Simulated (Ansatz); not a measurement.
# A computed series for HfN: response to strain

Base system: HfN in the rock salt structure (space group Fm-3m, No. 225; a = 4.468 Å; relaxed with 0.1 eV smearing).

Strains are applied to the cell and any free atomic positions relax.

Computed with LDA (Ansatz, a quantum-chemistry and plane-wave program), no spin-orbit coupling.

Notes on the quantities. energy relative to the base: free energy F.

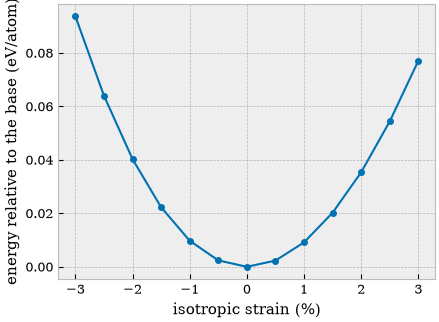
Figure: Energy relative to the base against isotropic strain

Problem. From the plot, what is the energy relative to the base for isotropic strain +1.50 %?

Solution. About 0.020 eV/atom.

Problem. Is the trend monotonic over the range shown?

Solution. No, it turns within the range, spanning 0 meV/atom to +94 meV/atom.

Whether these cells are dynamically stable was not tested. The final runs are not spin-polarised. An odd electron count without spin: HfN.
